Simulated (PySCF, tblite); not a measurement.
**C₆H₉FOSi: geometry, infrared bands and NMR shifts**

What infrared bands and NMR shifts should C₆H₉FOSi (`CC#C[C@@H]1CCO[Si@H]1F`) show?

The runs use tblite 0.8.0 and PySCF 2.14.0, with density-fitted response routines of our own; the level of theory stands in each step. All values are computed, except where a source is named. Atoms are numbered from 0 throughout.

### 1 The molecule as given

18 atoms, charge 0, multiplicity 1; geometry from: force field or distance geometry start.

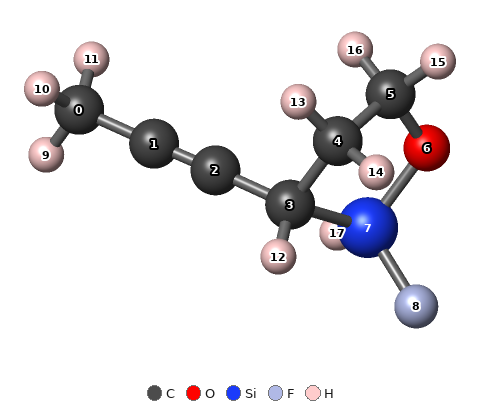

As it starts; carbon dark grey, oxygen red, silicon blue, fluorine light blue, hydrogen pink, atoms numbered.

### 2 Relaxing the molecule with GFN2-xTB

What the job is given:

```
{"job": {"kind": "relax", "xc": "GFN2-xTB", "basis": "xTB"}, "charge": 0, "multiplicity": 1}
C      3.099800     1.370000    -0.762300
C      1.716200     0.862600    -0.771300
C      0.605600     0.432000    -0.759700
C     -0.789700    -0.061600    -0.778400
C     -1.602000     0.509800     0.420600
C     -1.381800    -0.407600     1.629100
O     -1.434500    -1.783700     1.217200
Si    -0.926600    -1.928800    -0.374800
F     -2.130100    -2.556000    -1.235600
H      3.650900     0.976500    -1.607400
H      3.093300     2.463100    -0.829900
H      3.610300     1.082800     0.157600
H     -1.279100     0.170400    -1.712000
H     -1.341300     1.551300     0.640000
H     -2.672400     0.496800     0.156600
H     -2.150700    -0.235300     2.402700
H     -0.398800    -0.216200     2.098700
H      0.322100    -2.719700    -0.509200
```

Run with:

```console
> OMP_NUM_THREADS=1 python probes_run.py task.json out
```

One launch serves the whole session: the jobs run in the order shown.

The log of the run:

```text
step      E/eV     max force
  0    -762.19515    1.944
  1    -762.19587    4.410
  2    -762.29971    0.566
  3    -762.31562    0.331
  4    -762.33158    0.276
  5    -762.33788    0.187
  6    -762.34413    0.165
  7    -762.34805    0.171
  8    -762.35182    0.171
  9    -762.35396    0.106
 10    -762.35547    0.099
 11    -762.35680    0.091
 12    -762.35815    0.094
 13    -762.35915    0.061
 14    -762.35972    0.052
 15    -762.36007    0.047
 16    -762.36035    0.042
 17    -762.36057    0.034
 18    -762.36074    0.034
 19    -762.36089    0.038
 20    -762.36104    0.041
 21    -762.36119    0.030
 22    -762.36132    0.025
 23    -762.36142    0.022
 24    -762.36153    0.027
 25    -762.36166    0.029
 26    -762.36182    0.035
 27    -762.36199    0.030
 28    -762.36211    0.027
 29    -762.36219    0.022
 30    -762.36226    0.020
 31    -762.36232    0.021
 32    -762.36238    0.018
 33    -762.36242    0.017
 34    -762.36246    0.016
 35    -762.36252    0.019
 36    -762.36258    0.022
 37    -762.36265    0.018
 38    -762.36270    0.019
 39    -762.36274    0.017
 40    -762.36278    0.015
 41    -762.36282    0.014
 42    -762.36285    0.012
 43    -762.36287    0.010
 44    -762.36288    0.012
 45    -762.36290    0.012
 46    -762.36292    0.011
 47    -762.36294    0.010
```

It took 0.62 s on 1 thread of Intel Xeon at 2.70GHz, shared host.

Relaxation path: (not every step is listed)

```tsv
step	energy from step 0 (eV)	largest force (eV/Å)
0	0.0000	1.9439
1	-0.0007	4.4105
2	-0.1046	0.5657
3	-0.1205	0.3308
4	-0.1364	0.2762
5	-0.1427	0.1873
6	-0.1490	0.1648
7	-0.1529	0.1712
8	-0.1567	0.1707
11	-0.1617	0.0913
14	-0.1646	0.0520
17	-0.1654	0.0339
20	-0.1659	0.0408
23	-0.1663	0.0225
26	-0.1667	0.0354
29	-0.1670	0.0218
32	-0.1672	0.0178
35	-0.1674	0.0195
38	-0.1676	0.0191
41	-0.1677	0.0136
42	-0.1677	0.0118
43	-0.1677	0.0097
44	-0.1677	0.0116
45	-0.1677	0.0120
46	-0.1678	0.0112
47	-0.1678	0.0102
```

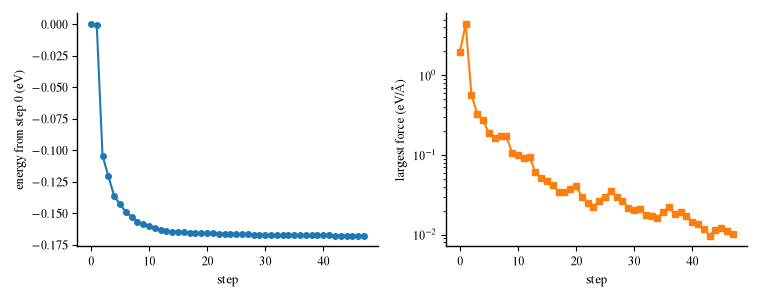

Energy and force, step by step.

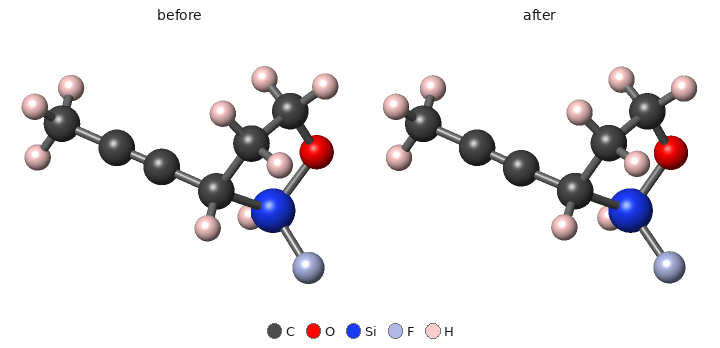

Before and after, at one scale.

Distances of close pairs at the start and the end, largest changes first:

```tsv
bond	before (Å)	after (Å)	change (Å)
O6–Si7	1.677	1.623	-0.055
Si7–H17	1.484	1.442	-0.042
C2–C3	1.480	1.448	-0.032
C0–C1	1.474	1.448	-0.026
C5–O6	1.437	1.414	-0.023
C3–C4	1.557	1.542	-0.015
C3–H12	1.079	1.093	+0.014
C5–H15	1.104	1.092	-0.012
```

The end geometry stands in the next job.

### 3 Vibrational analysis with GFN2-xTB

What the job is given:

```
{"job": {"kind": "ir", "xc": "GFN2-xTB", "basis": "xTB"}, "charge": 0, "multiplicity": 1}
C      3.049145     1.349568    -0.740326
C      1.690801     0.847905    -0.752685
C      0.565219     0.436043    -0.781599
C     -0.800442    -0.046086    -0.773174
C     -1.587288     0.541368     0.415265
C     -1.357094    -0.386562     1.609373
O     -1.370287    -1.727014     1.159105
Si    -0.897998    -1.917581    -0.381676
F     -2.075974    -2.673479    -1.180011
H      3.603128     0.946967    -1.588074
H      3.049214     2.437790    -0.805407
H      3.549880     1.051561     0.180767
H     -1.269846     0.238065    -1.718355
H     -1.276042     1.559607     0.649537
H     -2.650779     0.543061     0.170312
H     -2.135980    -0.284369     2.368343
H     -0.383420    -0.185156     2.068225
H      0.289004    -2.725370    -0.517945
```

The log of the run:

```text
mode    cm-1     km/mol
  1     -27.3      0.02
  2      51.5      0.63
  3      77.8      0.45
  4     114.2      4.05
  5     164.0     10.76
  6     197.9      0.66
  7     231.1     12.86
  8     263.1      8.69
  9     278.1      9.00
 10     349.4     11.74
 11     402.0     17.81
 12     487.5     12.74
 13     578.3     46.10
 14     602.1     63.69
 15     666.7     85.89
 16     728.9     43.69
 17     772.5     23.36
 18     796.7    227.58
 19     862.0    212.57
 20     895.7     15.33
 21     942.2     11.39
 22    1024.2     13.12
 23    1028.4      6.99
 24    1041.1     49.88
 25    1064.8     11.85
 26    1081.7    132.19
 27    1116.5     32.88
 28    1172.4      5.23
 29    1192.0     12.58
 30    1227.9     15.86
 31    1275.4     31.58
 32    1305.5      3.04
 33    1321.7      7.36
 34    1392.6      2.46
 35    1460.1      4.55
 36    1461.1      4.64
 37    1468.7      1.64
 38    1483.4      0.26
 39    2413.0      1.64
 40    2452.3    225.69
 41    2925.8     31.95
 42    2943.7     28.04
 43    2966.6     37.00
 44    2984.8     56.22
 45    2997.0      4.47
 46    2997.4     55.00
 47    3000.3     28.55
 48    3008.5     35.10
```

Run time: 1.3 s. Hardware: 1 thread of Intel Xeon at 2.70GHz, shared host.

Which atoms move in the most intense modes:

```tsv
cm⁻¹	km/mol	atoms
602	63.7	H17 53 %
667	85.9	H17 85 %
797	227.6	Si7 33 %, F8 21 %, O6 20 %
862	212.6	Si7 42 %, O6 22 %, F8 21 %
1082	132.2	C5 26 %, C4 20 %, C3 18 %, O6 15 %
2452	225.7	H17 97 %
2985	56.2	H14 82 %
2997	55.0	H10 40 %, H13 32 %, H11 15 %
```

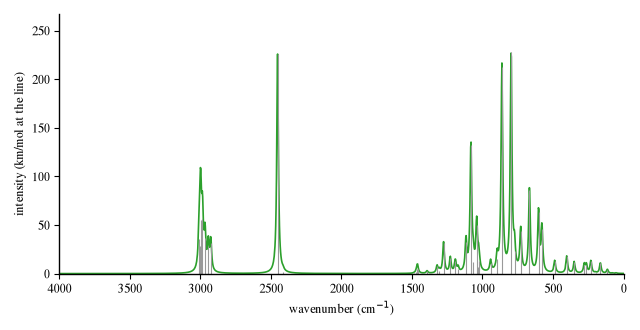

The infrared spectrum from these modes, unscaled. Lines are broadened to a width of 14 cm⁻¹ (Lorentzian).

### 4 NMR shieldings: PBE0/pcSseg-1

The job, as its differences from that of step 3:

```diff
@@ -1,2 +1,2 @@
-{"job": {"kind": "ir", "xc": "GFN2-xTB", "basis": "xTB"}, "charge": 0, "multiplicity": 1}
+{"job": {"kind": "nmr", "xc": "PBE0", "basis": "pcSseg-1"}, "charge": 0, "multiplicity": 1}
 C      3.049145     1.349568    -0.740326
```

Level: GIAO PBE0/pcSseg-1 NMR shielding, non-relativistic, gas phase.

The log of the run:

```text
coarse grid: 15896 points
cycle   1  E = -697.8172780405  dE =  1.313e+00  |g| = 8.519e-01  |ddm| = 4.384e+00
cycle   2  E = -697.6862446606  dE =  1.310e-01  |g| = 1.240e+00  |ddm| = 1.790e+00
cycle   3  E = -697.9484692505  dE = -2.622e-01  |g| = 1.212e-01  |ddm| = 1.112e+00
cycle   4  E = -697.9511126123  dE = -2.643e-03  |g| = 5.309e-02  |ddm| = 1.686e-01
cycle   5  E = -697.9516071751  dE = -4.946e-04  |g| = 2.647e-02  |ddm| = 6.118e-02
cycle   6  E = -697.9517638966  dE = -1.567e-04  |g| = 6.640e-03  |ddm| = 2.493e-02
cycle   7  E = -697.9517734393  dE = -9.543e-06  |g| = 2.080e-03  |ddm| = 6.189e-03
final grid: 150336 points
cycle   8  E = -698.0216789360  dE = -3.148e-05  |g| = 1.235e-02  |ddm| = 4.906e-02
cycle   9  E = -698.0216466796  dE =  3.226e-05  |g| = 1.831e-02  |ddm| = 2.224e-02
cycle  10  E = -698.0217080441  dE = -6.136e-05  |g| = 1.529e-03  |ddm| = 1.358e-02
cycle  11  E = -698.0217085491  dE = -5.051e-07  |g| = 2.454e-04  |ddm| = 1.583e-03
cycle  12  E = -698.0217085548  dE = -5.697e-09  |g| = 1.855e-04  |ddm| = 3.694e-04
cycle  13  E = -698.0217085627  dE = -7.916e-09  |g| = 4.752e-05  |ddm| = 1.659e-04
cycle  14  E = -698.0217085632  dE = -5.009e-10  |g| = 1.160e-05  |ddm| = 4.632e-05
converged SCF energy = -698.0217085632

GIAO shielding tensors (ppm)
atom      isotropic    diamagn.    paramagn.     s11        s22        s33       span
  0 C      182.190     253.891     -71.701    174.474    174.928    197.167     22.692
  1 C      103.822     269.465    -165.643     15.971     26.125    269.371    253.400
  2 C      103.449     262.647    -159.198      6.439     26.915    276.993    270.554
  3 C      169.853     256.623     -86.770    164.567    169.187    175.804     11.236
  4 C      149.182     250.862    -101.679    130.054    155.732    161.760     31.706
  5 C      118.363     246.555    -128.192     79.985    108.843    166.262     86.277
  6 O      259.846     396.208    -136.362    180.739    287.919    310.881    130.141
  7 Si     348.781     878.238    -529.457    319.058    359.423    367.863     48.805
  8 F      319.440     467.094    -147.654    257.474    329.652    371.195    113.721
  9 H       29.745      27.951       1.794     24.433     27.936     36.865     12.432
 10 H       29.754      28.484       1.270     24.364     28.015     36.884     12.520
 11 H       29.793      30.799      -1.006     24.380     28.395     36.604     12.224
 12 H       29.534      31.571      -2.037     23.915     28.300     36.386     12.471
 13 H       29.829      31.825      -1.995     25.478     28.418     35.593     10.115
 14 H       29.609      31.391      -1.782     24.956     27.035     36.834     11.878
 15 H       27.371      28.575      -1.204     22.350     26.283     33.480     11.130
 16 H       27.576      31.361      -3.784     23.553     26.055     33.121      9.568
 17 H       26.875      29.645      -2.770     23.233     24.733     32.661      9.428
```

Wall time 2.1 min (1 thread of Intel Xeon at 2.70GHz, shared host); peak memory 0.92 GiB.

The references, computed at this level on geometries of the same kind, shield at (ppm): 1H TMS 31.72, 13C TMS 186.9, 29Si TMS 349.2, 19F CFCl3 170.9, 17O H2O 336.1. Their shielding less the atom's gives the shift. The references are single molecules in the gas phase, so shifts against H2O, NH3, PH3, H3PO4 or CFCl3 are not on the usual liquid scales and can be off by tens of ppm. Atoms listed in one row are averaged.

```tsv
atoms	environment	σ (ppm)	δ (ppm)	δ scaled to CDCl3
C2	alkyne carbon	103.4	83.5	79.6
C1	alkyne carbon	103.8	83.1	79.2
C5	sp3 CH2 bonded to O	118.4	68.6	65.0
C4	sp3 CH2 in a ring	149.2	37.7	34.9
C3	propargylic sp3 CH bonded to Si	169.9	17.1	14.7
C0	propargylic methyl carbon	182.2	4.7	2.7
H17	hydrogen on a silicon bonded to C, F, O, in a 5-membered ring	26.88	4.84	–
H15	hydrogen on an sp3 CH2 bonded to O	27.37	4.35	4.20
H16	hydrogen on an sp3 CH2 bonded to O	27.58	4.14	4.01
H12	hydrogen on a propargylic sp3 CH bonded to Si	29.53	2.18	2.16
H14	hydrogen on an sp3 CH2 in a ring	29.61	2.11	2.09
H9, H10, H11	hydrogen on a propargylic methyl carbon	29.76	1.95	1.95
H13	hydrogen on an sp3 CH2 in a ring	29.83	1.89	1.88
O6	oxygen bonded to C, Si, in a 5-membered ring	259.8	76.2	–
Si7	silicon bonded to C, F, O, H, in a 5-membered ring	348.8	0.4	–
F8	fluorine bonded to Si	319.4	-148.5	–
```

The scaled column applies a straight-line fit of computed shieldings to shifts measured in CDCl3, and one for carbons that bear F (root-mean-square error 0.16 ppm for H, 1.9 ppm for C).

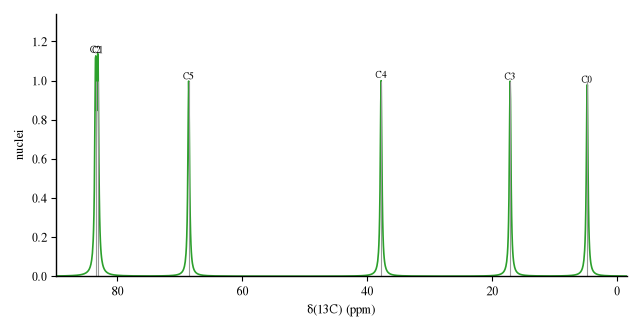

13C lines at the computed shifts, without couplings. Lines are broadened to a width of 0.31 ppm (Lorentzian).

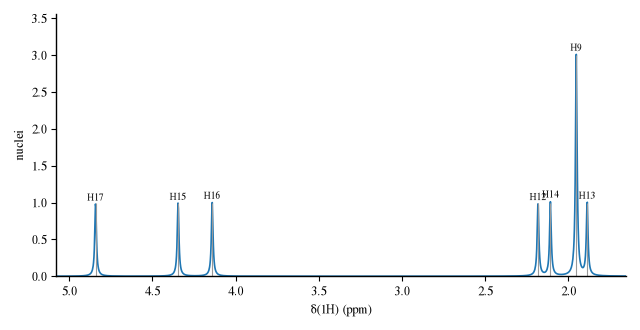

1H lines at the computed shifts, without couplings. Lines are broadened to a width of 0.01 ppm (Lorentzian).

Charges from the same density, by scheme (e):

```tsv
atoms	Mulliken	IAO	Hirshfeld	ESP fit
C0	-0.19	-0.43	-0.10	-0.55
C1	-0.36	-0.07	-0.06	0.20
C2	0.12	-0.09	-0.07	-0.38
C3	-0.61	-0.43	-0.11	-0.13
C4	-0.22	-0.27	-0.07	-0.07
C5	0.10	-0.05	0.01	0.01
O6	-0.61	-0.65	-0.24	-0.43
Si7	1.19	1.40	0.49	0.81
F8	-0.41	-0.53	-0.21	-0.32
```

Hirshfeld charges:

C0 -0.10; C1 -0.06; C2 -0.07; C3 -0.11; C4 -0.07; C5 0.01; O6 -0.24; Si7 0.49; F8 -0.21; H9 0.06; H10 0.06; H11 0.06; H12 0.05; H13 0.05; H14 0.05; H15 0.05; H16 0.04; H17 -0.07

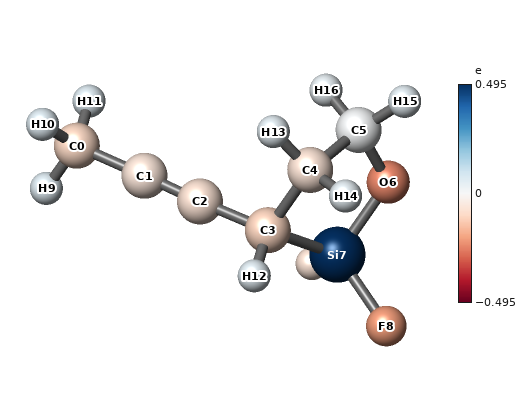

Hirshfeld charges, as colours on the atoms.

Mayer bond orders: C0–C1 1.23, C1–C2 2.60, C2–C3 1.00, C3–C4 1.03, C4–C5 1.02, C5–O6 0.88, O6–Si7 1.03, Si7–F8 0.96, Si7–C3 0.81.

Ring of atoms C3, C4, C5, O6, Si7: NICS(0) -6.0, NICS(1) -3.4, NICS(1)zz -4.3 ppm (means of both faces).

Orbitals, density, ELF and potential are computed afterwards from the orbital file.

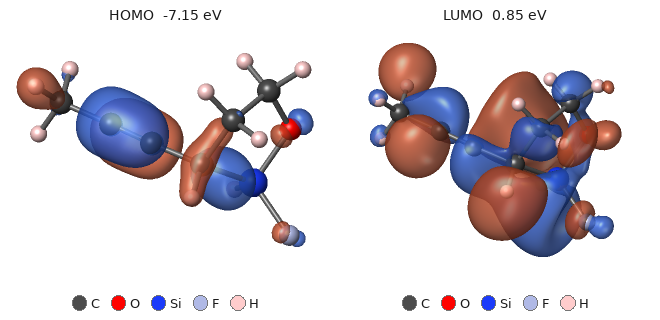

Frontier orbitals at PBE0/pcSseg-1; each surface holds 70 % of the orbital's density, blue and red mark the sign.

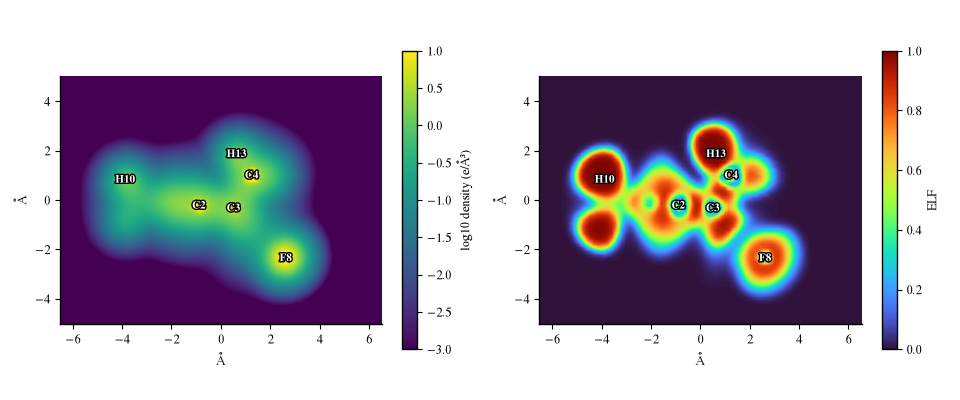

Density (left) and ELF (right) in a plane through or near 6 of the atoms.

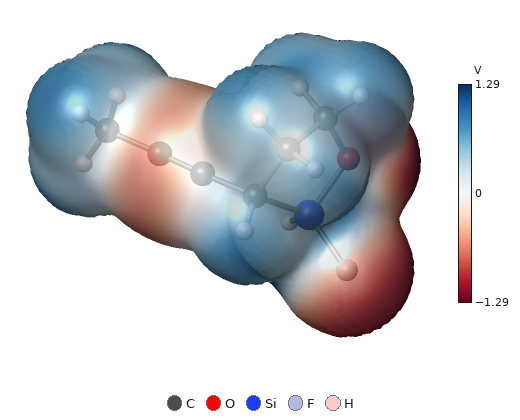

The potential that a unit positive charge feels on the 0.002 e/bohr³ surface, from -1.29 V near O6 to 1.11 V near H17.

### 5 Summary of results

| quantity | value |
| --- | --- |
| strongest single infrared mode (GFN2-xTB) | 797 cm⁻¹, 228 km/mol |
| zero-point energy (GFN2-xTB) | 84.7 kcal/mol |
| 13C shifts against TMS (PBE0/pcSseg-1) | 83.5, 83.1, 68.6, 37.7, 17.1, 4.7 ppm |
| 1H shifts against TMS (PBE0/pcSseg-1, means over atoms taken as alike) | 4.84, 4.35, 4.14, 2.18, 2.11, 1.95, 1.89 ppm |
| 17O shifts against H2O (PBE0/pcSseg-1) | 76.2 ppm |
| 29Si shifts against TMS (PBE0/pcSseg-1) | 0.4 ppm |
| 19F shifts against CFCl3 (PBE0/pcSseg-1) | -148.5 ppm |
| surface potential, least and greatest | -1.29 V and 1.11 V |

Over 47 steps the energy fell by 0.168 eV; of the close pairs, O6–Si7 changed most, 1.677 to 1.623 Å. The lowest mode is imaginary (27i cm⁻¹), so the xTB geometry is not a minimum. The strongest single mode, at 797 cm⁻¹, has its largest shares on Si7, F8 and O6 (the list is cut at 3 atoms). Unscaled tight-binding wavenumbers are off by several per cent, some by more. Its intensities can rank the bands wrongly. At PBE0/pcSseg-1: Shielding is most anisotropic at C2 (span 271 ppm, paramagnetic term -159 ppm).
